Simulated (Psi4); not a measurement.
**C2H4B (SMILES B[C]=C) at UCCSD(T)/6-31G(d) (Cholesky decomposition, spherical functions, cholesky tolerance 0.001, sweep point 6)**

What is the vertical doublet–quartet gap of C2H4B at UCCSD(T)/6-31G* (Cholesky decomposition, spherical functions, cholesky tolerance 0.001, sweep point 6)? 

Program for the calculation: Psi4 1.11.

2 further runs of the same task are left out: 2 set aside as unsound or not needed.

### Step 1. The structure to begin with

C2H4B has 7 atoms, charge 0, and is taken as a doublet. As SMILES, `B[C]=C`. The shape is that of a GFN2-xTB optimisation.

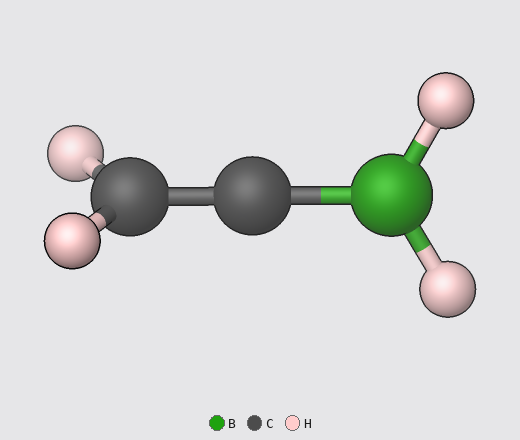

Viewed from a chosen angle; boron green, carbon dark grey, hydrogen pink.

### Step 2. A single-point energy at UCCSD(T)/6-31G(d) (Cholesky decomposition, spherical functions, cholesky tolerance 0.001, sweep point 6)

Input file input.inp:

```
memory 1.6 GB

molecule {
  0 2
  B     -1.075830     0.425360    -0.773780
  C      0.057000    -0.020470     0.039540
  C      1.051750    -0.415380     0.756660
  H     -2.062370    -0.207830    -0.792290
  H     -0.989160     1.411380    -1.402080
  H      1.668510    -1.268180     0.495290
  H      1.350100     0.075110     1.676660
  symmetry c1
}

set {
  reference uhf
  puream true
  scf_type cd
  num_frozen_docc 3
  cholesky_tolerance 0.001
  maxiter 150
}

energy_value, wavefunction = energy('ccsd(t)/6-31G*', return_wfn=True)
print_variables()
```

Started as:

```
$ psi4 input.inp input.out -n 1
```

input.out:

```text
[...]
  Running in c1 symmetry.
[...]
  Nuclear repulsion =   51.996406147714772
[...]
  Multiplicity = 2
[...]
  Nalpha       = 11
  Nbeta        = 10
[...]
    Number of basis functions: 50
[...]
   @UHF iter   1:  -102.59621581578465   -9.86007e-01   4.64432e-03 ADIIS/DIIS
[...]
   @UHF iter  19:  -102.65985597611423   -9.09495e-13   3.82650e-09 DIIS
[...]
   @S^2 Observed:                8.648772860E-01
[...]
    Orbital Energies [Eh]
    ---------------------
    Alpha Occupied:
       1A    -11.254879     2A    -11.229073     3A     -7.588597
       4A     -1.059914     5A     -0.828145     6A     -0.679782
       7A     -0.621048     8A     -0.556537     9A     -0.526085
      10A     -0.394723    11A     -0.365342
    Alpha Virtual:
      12A      0.128784    13A      0.185844    14A      0.274103
      15A      0.319511    16A      0.350117    17A      0.350644
      18A      0.439680    19A      0.482633    20A      0.581608
      21A      0.594258    22A      0.634785    23A      0.644253
      24A      0.820876    25A      0.842369    26A      0.894722
[...]
  @UHF Final Energy:  -102.65985597611423
   => Energetics <=
    Nuclear Repulsion Energy =             51.9964061477147723
    One-Electron Energy =                -239.6457548461000613
    Two-Electron Energy =                  84.9894927222710663
    Total Energy =                       -102.6598559761142297
  UHF NO Occupations:
  HONO-2 :    9  A 1.9972313
  HONO-1 :   10  A 1.9466531
[...]
 Multipole Moments:
 ------------------------------------------------------------------------------------
     Multipole            Electronic (a.u.)      Nuclear  (a.u.)        Total (a.u.)
 ------------------------------------------------------------------------------------
 L = 1.  Multiply by 2.5417464519 to convert [e a0] to [Debye]
 Dipole X            :         -0.5506462            0.8928541            0.3422079
 Dipole Y            :          0.2229290           -0.3573804           -0.1344515
 Dipole Z            :         -0.3988829            0.6443451            0.2454622
 Magnitude           :                                                    0.4420804
[...]
      * MP2 total energy                      = -102.950748151992926
[...]
      * CCSD total energy                     = -102.994451159964640
[...]
      * CCSD(T) total energy                     = -103.005924162215905
[...]
```

It took 11 s on 1 thread of Intel Xeon Platinum 8488C (Sapphire Rapids), shared host; peak memory 0.24 GiB.

### Step 3. The quartet, same level

Input file input.dat:

```
memory 1600 MB

molecule {
  0 4
  B     -1.075830     0.425360    -0.773780
  C      0.057000    -0.020470     0.039540
  C      1.051750    -0.415380     0.756660
  H     -2.062370    -0.207830    -0.792290
  H     -0.989160     1.411380    -1.402080
  H      1.668510    -1.268180     0.495290
  H      1.350100     0.075110     1.676660
  symmetry c1
}

set basis 6-31G*
set reference uhf
set puream true
set scf_type cd
set num_frozen_docc 3
set cholesky_tolerance 0.001
set maxiter 150

result, w = energy("ccsd(t)", return_wfn=True)
print_variables()
```

Started as:

```
$ psi4 input.dat output.dat -n 1
```

output.dat:

```text
[...]
  Running in c1 symmetry.
[...]
  Nuclear repulsion =   51.996406147714772
[...]
  Multiplicity = 4
[...]
  Nalpha       = 12
  Nbeta        = 9
[...]
    Number of basis functions: 50
[...]
   @UHF iter   1:  -102.39934883140134   -7.89140e-01   5.31477e-03 DIIS/ADIIS
[...]
   @UHF iter  16:  -102.52422405383614   -5.13012e-12   5.47720e-09 DIIS
[...]
   @S^2 Observed:                3.771494430E+00
[...]
    Orbital Energies [Eh]
    ---------------------
    Alpha Occupied:
       1A    -11.243602     2A    -11.238155     3A     -7.578356
       4A     -1.122622     5A     -0.856257     6A     -0.693262
       7A     -0.644209     8A     -0.582959     9A     -0.557283
      10A     -0.479468    11A     -0.378772    12A     -0.237608
    Alpha Virtual:
      13A      0.146370    14A      0.255432    15A      0.326105
      16A      0.338786    17A      0.352387    18A      0.427538
      19A      0.466833    20A      0.572429    21A      0.590810
      22A      0.641270    23A      0.643792    24A      0.745834
      25A      0.815884    26A      0.856791    27A      0.932829
[...]
  @UHF Final Energy:  -102.52422405383614
   => Energetics <=
    Nuclear Repulsion Energy =             51.9964061477147723
    One-Electron Energy =                -239.4623147944068364
    Two-Electron Energy =                  84.9416845928559354
    Total Energy =                       -102.5242240538361358
  UHF NO Occupations:
  HONO-2 :   10  A 1.0000000
  HONO-1 :   11  A 1.0000000
[...]
 Multipole Moments:
 ------------------------------------------------------------------------------------
     Multipole            Electronic (a.u.)      Nuclear  (a.u.)        Total (a.u.)
 ------------------------------------------------------------------------------------
 L = 1.  Multiply by 2.5417464519 to convert [e a0] to [Debye]
 Dipole X            :         -0.3809339            0.8928541            0.5119201
 Dipole Y            :          0.1572598           -0.3573804           -0.2001206
 Dipole Z            :         -0.2773663            0.6443451            0.3669787
 Magnitude           :                                                    0.6608963
[...]
      * MP2 total energy                      = -102.778397944633838
[...]
      * CCSD total energy                     = -102.823066141316247
[...]
      * CCSD(T) total energy                     = -102.830692734600291
[...]
```

Run time: 11 s. Hardware: 1 thread of Intel Xeon Platinum 8488C (Sapphire Rapids), shared host; peak memory 0.24 GiB.

### Step 4. Outcome

Level: UCCSD(T)/6-31G* (Cholesky decomposition, spherical functions, cholesky tolerance 0.001, sweep point 6), 3 core orbitals frozen.

```
                                                           quantity          value
                                              doublet: total energy  -103.00592 Eh
doublet: HOMO energy (Hartree–Fock orbitals) (highest over α and β)       -9.94 eV
 doublet: LUMO energy (Hartree–Fock orbitals) (lowest over α and β)        1.34 eV
               doublet: correlation energy (3 core orbitals frozen)     -345.3 mEh
                                            doublet: (T) correction     -11.47 mEh
                         doublet: ⟨S²⟩ of the reference determinant          0.865
                                             doublet: T1 diagnostic          0.048
                                              quartet: total energy  -102.83069 Eh
quartet: HOMO energy (Hartree–Fock orbitals) (highest over α and β)       -6.47 eV
 quartet: LUMO energy (Hartree–Fock orbitals) (lowest over α and β)        0.98 eV
               quartet: correlation energy (3 core orbitals frozen)     -305.3 mEh
                                            quartet: (T) correction      -7.63 mEh
                         quartet: ⟨S²⟩ of the reference determinant          3.771
                                             quartet: T1 diagnostic          0.036
                   vertical energy of the quartet above the doublet       4.768 eV
```

At this shape the quartet lies 4.77 eV (460 kJ/mol) above the doublet. ⟨S²⟩ (doublet) is 0.86 where a pure doublet has 0.75: the reference is spin-contaminated. The T1 diagnostic (doublet) of 0.048 is above the customary mark for such species, so a single reference may not serve. The triples (doublet) make up 3.3 % of the correlation energy. The triples (quartet) make up 2.5 % of the correlation energy.
